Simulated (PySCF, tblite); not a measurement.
# C₄H₁₃BS: dynamics, then NMR shifts on frames, part 2 of 2

tblite 0.8.0 and PySCF 2.14.0. Atoms count from 0.

**5. Shielding tensors: 625 fs, PBE0/pcSseg-1**

Job settings and geometry (Å):

```
{"job": {"kind": "nmr", "xc": "PBE0", "basis": "pcSseg-1", "pop": false}, "charge": 0, "multiplicity": 1}
C     -2.217300    -0.442600     1.701000
B     -1.322400     0.463500     0.776500
S      0.559200    -0.160200     0.613500
C      0.145800    -1.522000    -0.548500
C      1.587600     0.729100    -0.565600
C      2.919800     0.947800    -0.031600
H     -1.405400    -0.819600     2.397500
H     -2.696900     0.234700     2.409300
H     -2.765900    -1.295500     1.334600
H     -1.844300     0.374600    -0.374800
H     -1.104800     1.564000     1.088000
H     -0.037000    -1.115100    -1.482400
H     -0.892700    -1.926100    -0.274700
H      0.925500    -2.279600    -0.426200
H      1.097900     1.764900    -0.743800
H      1.474400     0.310100    -1.586100
H      3.273600     0.124100     0.611200
H      3.535700     1.173300    -0.869000
H      2.957500     1.892800     0.397500
```

Level: GIAO PBE0/pcSseg-1 NMR shielding, non-relativistic, gas phase.

The log of the run:

```text
coarse grid: 15120 points
cycle   1  E = -582.6853490687  dE =  4.470e-01  |g| = 5.195e-01  |ddm| = 3.623e+00
cycle   2  E = -582.6638725215  dE =  2.148e-02  |g| = 5.966e-01  |ddm| = 1.223e+00
cycle   3  E = -582.7656970210  dE = -1.018e-01  |g| = 5.080e-02  |ddm| = 6.726e-01
cycle   4  E = -582.7662073337  dE = -5.103e-04  |g| = 2.649e-02  |ddm| = 7.705e-02
cycle   5  E = -582.7663859013  dE = -1.786e-04  |g| = 5.591e-03  |ddm| = 2.845e-02
cycle   6  E = -582.7663933590  dE = -7.458e-06  |g| = 1.853e-03  |ddm| = 6.517e-03
final grid: 137624 points
cycle   7  E = -582.8035675800  dE = -3.703e-05  |g| = 1.003e-02  |ddm| = 3.206e-02
cycle   8  E = -582.8035546478  dE =  1.293e-05  |g| = 1.242e-02  |ddm| = 1.865e-02
cycle   9  E = -582.8035929417  dE = -3.829e-05  |g| = 6.235e-04  |ddm| = 1.050e-02
cycle  10  E = -582.8035930455  dE = -1.037e-07  |g| = 1.918e-04  |ddm| = 9.137e-04
cycle  11  E = -582.8035930551  dE = -9.601e-09  |g| = 5.549e-05  |ddm| = 2.557e-04
cycle  12  E = -582.8035930559  dE = -7.956e-10  |g| = 1.457e-05  |ddm| = 7.076e-05
converged SCF energy = -582.8035930559

GIAO shielding tensors (ppm)
atom      isotropic    diamagn.    paramagn.     s11        s22        s33       span
  0 C      192.073     253.218     -61.145    188.431    190.951    196.837      8.406
  1 B      111.758     190.873     -79.115     77.951    114.901    142.422     64.471
  2 S      491.491    1060.225    -568.734    299.931    491.691    682.851    382.920
  3 C      144.046     255.122    -111.076    106.227    142.438    183.472     77.246
  4 C      143.796     255.678    -111.881    105.820    144.105    181.464     75.645
  5 C      177.421     244.501     -67.080    153.955    180.406    197.902     43.947
  6 H       30.997      31.117      -0.121     25.860     31.778     35.352      9.492
  7 H       30.484      29.441       1.043     24.859     28.487     38.107     13.248
  8 H       31.652      31.195       0.457     27.070     29.721     38.164     11.095
  9 H       28.045      31.671      -3.626     22.981     29.752     31.401      8.420
 10 H       29.412      32.879      -3.467     24.671     28.448     35.118     10.446
 11 H       30.943      35.103      -4.160     27.005     29.875     35.950      8.945
 12 H       27.910      30.854      -2.945     22.338     27.592     33.798     11.460
 13 H       28.158      30.992      -2.834     22.679     26.058     35.738     13.059
 14 H       27.182      31.989      -4.807     22.407     27.351     31.789      9.382
 15 H       29.306      33.466      -4.161     23.544     30.042     34.332     10.788
 16 H       29.961      27.892       2.069     24.857     29.397     35.629     10.772
 17 H       30.770      27.628       3.142     25.352     28.040     38.918     13.566
 18 H       31.121      30.163       0.958     25.789     29.372     38.203     12.414
```

It took 16 s on 1 thread of Arm Neoverse V2, shared host; peak memory 0.82 GiB.

This run: δ C4 43.1, C3 42.9, C5 9.5, C0 -5.1, H14 4.53, H12 3.81 ppm.

**6. Shielding tensors: 800 fs, PBE0/pcSseg-1**

Job settings and geometry (Å):

```
{"job": {"kind": "nmr", "xc": "PBE0", "basis": "pcSseg-1", "pop": false}, "charge": 0, "multiplicity": 1}
C     -2.458700     0.237200     1.559300
B     -1.696300     0.579600     0.123000
S      0.527200     0.376400     0.384900
C      0.922800    -0.927400    -0.670100
C      1.050800     1.806200    -0.694000
C      2.250000     2.480900    -0.064900
H     -2.606500     1.114200     2.260900
H     -3.520300    -0.053700     1.302800
H     -1.943200    -0.582400     2.073800
H     -1.627800    -0.349100    -0.553300
H     -1.766100     1.642700    -0.328900
H      0.959300    -0.512300    -1.679800
H      0.027000    -1.628400    -0.577100
H      1.895700    -1.367500    -0.630400
H      0.249500     2.510000    -0.858300
H      1.215900     1.248100    -1.594200
H      1.798700     3.030900     0.736500
H      2.892800     1.841200     0.478400
H      2.792100     3.187900    -0.768400
```

With the program's defaults for keys left out, this is: GIAO PBE0/pcSseg-1 NMR shielding, non-relativistic, gas phase.

The log of the run:

```text
coarse grid: 15120 points
cycle   1  E = -582.7197357963  dE =  2.292e-01  |g| = 4.476e-01  |ddm| = 3.575e+00
cycle   2  E = -582.7140286853  dE =  5.707e-03  |g| = 4.871e-01  |ddm| = 9.426e-01
cycle   3  E = -582.7814250097  dE = -6.740e-02  |g| = 3.712e-02  |ddm| = 4.789e-01
cycle   4  E = -582.7817011809  dE = -2.762e-04  |g| = 1.902e-02  |ddm| = 5.244e-02
cycle   5  E = -582.7817949612  dE = -9.378e-05  |g| = 4.072e-03  |ddm| = 2.062e-02
cycle   6  E = -582.7817987197  dE = -3.758e-06  |g| = 1.560e-03  |ddm| = 4.982e-03
final grid: 137624 points
cycle   7  E = -582.8183481822  dE = -4.161e-05  |g| = 8.833e-03  |ddm| = 2.851e-02
cycle   8  E = -582.8183414154  dE =  6.767e-06  |g| = 1.034e-02  |ddm| = 1.535e-02
cycle   9  E = -582.8183681610  dE = -2.675e-05  |g| = 4.979e-04  |ddm| = 8.353e-03
cycle  10  E = -582.8183682283  dE = -6.724e-08  |g| = 1.734e-04  |ddm| = 7.903e-04
cycle  11  E = -582.8183682356  dE = -7.373e-09  |g| = 5.475e-05  |ddm| = 2.099e-04
cycle  12  E = -582.8183682364  dE = -7.225e-10  |g| = 1.482e-05  |ddm| = 5.948e-05
converged SCF energy = -582.8183682364

GIAO shielding tensors (ppm)
atom      isotropic    diamagn.    paramagn.     s11        s22        s33       span
  0 C      176.737     248.244     -71.507    163.493    178.786    187.933     24.440
  1 B       81.497     192.257    -110.760     41.650     62.403    140.437     98.786
  2 S      512.286    1060.999    -548.713    380.415    459.117    697.328    316.913
  3 C      156.102     255.091     -98.989    129.876    148.827    189.602     59.725
  4 C      122.002     256.493    -134.491     75.611    114.003    176.391    100.780
  5 C      169.577     247.583     -78.007    142.906    168.452    197.372     54.467
  6 H       29.945      28.938       1.007     26.443     28.110     35.281      8.837
  7 H       30.538      27.993       2.545     26.239     27.838     37.537     11.299
  8 H       30.835      31.143      -0.309     26.679     30.703     35.121      8.442
  9 H       28.325      33.700      -5.374     21.900     28.143     34.934     13.034
 10 H       27.810      33.640      -5.831     23.046     27.463     32.919      9.873
 11 H       29.865      33.590      -3.724     25.463     29.013     35.120      9.657
 12 H       27.594      30.161      -2.567     21.740     26.131     34.912     13.172
 13 H       29.300      31.642      -2.343     24.732     26.442     36.725     11.994
 14 H       28.045      33.927      -5.882     23.410     29.029     31.695      8.285
 15 H       30.279      35.219      -4.940     26.464     30.390     33.984      7.520
 16 H       30.419      29.758       0.661     25.819     29.471     35.967     10.148
 17 H       31.076      30.567       0.508     26.360     31.066     35.801      9.441
 18 H       29.258      25.600       3.658     24.225     25.845     37.703     13.479
```

It took 15 s on 1 thread of Arm Neoverse V2, shared host; peak memory 0.82 GiB.

This run: δ C4 64.9, C3 30.8, C5 17.3, C0 10.2, H12 4.12, H10 3.91 ppm.

**7. Nuclear shieldings: 1000 fs, PBE0/pcSseg-1**

Job settings and geometry (Å):

```
{"job": {"kind": "nmr", "xc": "PBE0", "basis": "pcSseg-1", "pop": false}, "charge": 0, "multiplicity": 1}
C     -1.775100     1.915300     0.370900
B     -1.417900     0.288900     0.095800
S      0.674700     0.243000     0.219300
C      1.601500    -0.873900    -0.918600
C      1.072900     1.796600    -0.783000
C      2.306000     2.485400    -0.403000
H     -1.973800     2.387600    -0.565600
H     -2.823700     1.797500     0.762600
H     -1.271900     2.400600     1.211200
H     -1.822500    -0.423700     0.896600
H     -1.699700    -0.119900    -1.013800
H      0.935400    -1.268400    -1.638700
H      2.111300    -1.767500    -0.487200
H      2.254900    -0.189500    -1.300200
H      0.147700     2.300400    -0.773900
H      1.204100     1.427000    -1.918300
H      2.374300     2.723600     0.567200
H      3.072000     1.726000    -0.402500
H      2.624100     3.251600    -1.049800
```

Level: GIAO PBE0/pcSseg-1 NMR shielding, non-relativistic, gas phase.

The log of the run:

```text
coarse grid: 15120 points
cycle   1  E = -582.6956870067  dE =  3.017e-01  |g| = 4.854e-01  |ddm| = 3.594e+00
cycle   2  E = -582.6862553608  dE =  9.432e-03  |g| = 5.302e-01  |ddm| = 1.032e+00
cycle   3  E = -582.7652419023  dE = -7.899e-02  |g| = 5.482e-02  |ddm| = 5.472e-01
cycle   4  E = -582.7659150301  dE = -6.731e-04  |g| = 2.436e-02  |ddm| = 8.130e-02
cycle   5  E = -582.7660657569  dE = -1.507e-04  |g| = 5.817e-03  |ddm| = 2.562e-02
cycle   6  E = -582.7660738073  dE = -8.050e-06  |g| = 1.892e-03  |ddm| = 6.731e-03
final grid: 137624 points
cycle   7  E = -582.8036162082  dE = -4.213e-05  |g| = 9.309e-03  |ddm| = 3.098e-02
cycle   8  E = -582.8036064766  dE =  9.732e-06  |g| = 1.124e-02  |ddm| = 1.653e-02
cycle   9  E = -582.8036381407  dE = -3.166e-05  |g| = 7.237e-04  |ddm| = 9.603e-03
cycle  10  E = -582.8036382878  dE = -1.471e-07  |g| = 1.862e-04  |ddm| = 1.047e-03
cycle  11  E = -582.8036382961  dE = -8.332e-09  |g| = 6.565e-05  |ddm| = 2.251e-04
cycle  12  E = -582.8036382972  dE = -1.089e-09  |g| = 1.431e-05  |ddm| = 6.692e-05
cycle  13  E = -582.8036382973  dE = -5.321e-11  |g| = 3.498e-06  |ddm| = 1.744e-05
converged SCF energy = -582.8036382973

GIAO shielding tensors (ppm)
atom      isotropic    diamagn.    paramagn.     s11        s22        s33       span
  0 C      186.079     250.290     -64.210    172.725    187.507    198.006     25.280
  1 B      106.130     189.637     -83.507     80.732     96.218    141.440     60.708
  2 S      460.190    1059.684    -599.493    306.403    433.522    640.646    334.242
  3 C      156.564     253.225     -96.660    120.049    155.630    194.014     73.966
  4 C      125.740     257.039    -131.300     88.179    120.963    168.077     79.898
  5 C      183.186     247.385     -64.199    162.519    182.510    204.529     42.011
  6 H       31.243      31.594      -0.350     27.002     29.448     37.280     10.278
  7 H       30.723      28.653       2.070     25.924     27.477     38.767     12.844
  8 H       31.403      31.210       0.193     26.987     30.667     36.556      9.569
  9 H       28.894      32.509      -3.615     24.889     28.998     32.795      7.907
 10 H       28.398      31.643      -3.245     24.646     28.189     32.358      7.712
 11 H       29.768      32.950      -3.182     24.741     28.286     36.278     11.537
 12 H       28.836      29.751      -0.915     24.186     25.515     36.807     12.621
 13 H       31.301      34.842      -3.541     24.718     31.585     37.599     12.881
 14 H       28.087      35.208      -7.121     21.353     29.028     33.879     12.527
 15 H       27.723      32.183      -4.460     23.733     27.591     31.844      8.111
 16 H       32.925      31.986       0.939     28.226     30.858     39.690     11.464
 17 H       31.073      30.599       0.474     25.892     31.176     36.151     10.259
 18 H       31.487      27.968       3.519     26.119     27.715     40.628     14.508
```

Run time: 17 s. Hardware: 1 thread of Arm Neoverse V2, shared host; peak memory 0.82 GiB.

In short: δ C4 61.2, C3 30.4, C5 3.7, C0 0.8, H15 3.99, H14 3.63 ppm.

**8. Run by run: NMR shifts**

Shifts (ppm) of some atoms, chosen among heavy atoms and hydrogens apart, with basis size and wall time:

```
  frame    C4    C3    C0   H13   H15     B1  S2  functions  time
 250 fs  47.5  40.9  -5.1  3.80  2.51   13.3  64        174  16 s
 425 fs  45.9  20.8   1.7  3.64  5.12    2.6  50        174  15 s
 625 fs  43.1  42.9  -5.1  3.56  2.41  -11.7  12        174  16 s
 800 fs  64.9  30.8  10.2  2.42  1.44   18.6  -9        174  15 s
1000 fs  61.2  30.4   0.8  0.42  3.99   -6.1  44        174  17 s
```

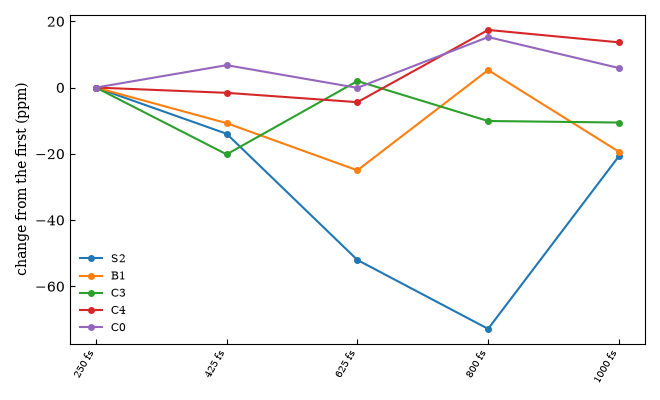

How five of the tabulated atoms move from run to run.

**9. Outcome**

The summary covers parts 1 to 2.

```
                                           quantity                                                                              value
                                         thermostat                                                                              600 K
                      mean temperature, second half                                                                              648 K
            mean potential energy above the minimum                                                                            1.48 eV
     13C shifts against TMS (PBE0/pcSseg-1, 250 fs)                                                         47.5, 40.9, 17.2, -5.1 ppm
      1H shifts against TMS (PBE0/pcSseg-1, 250 fs)  4.36, 4.26, 3.98, 3.80, 3.63, 3.56, 3.06, 2.51, 0.56, 0.39, 0.04, 0.03, -0.96 ppm
11B shifts against BF3·OEt2 (PBE0/pcSseg-1, 250 fs)                                                                           13.3 ppm
     33S shifts against CS2 (PBE0/pcSseg-1, 250 fs)                                                                             64 ppm
                           range of the shift of S2                                                                       -9 to 64 ppm
```

**Reading.** In the second half the potential energy averages 1.48 eV above the minimum; equipartition over 51 harmonic modes at 600 K would give 1.32 eV. With 19 atoms the temperature swings widely (322 to 929 K). Shifts at one fixed geometry are not the observed spectrum, which averages over the motion. In the first frame run (250 fs): The largest span, 270 ppm, is at S2, where the paramagnetic term is -621 ppm. In ppm, S2 moves most: its shift spreads over 73 ppm, from -9 (800 fs) to 64 (250 fs).
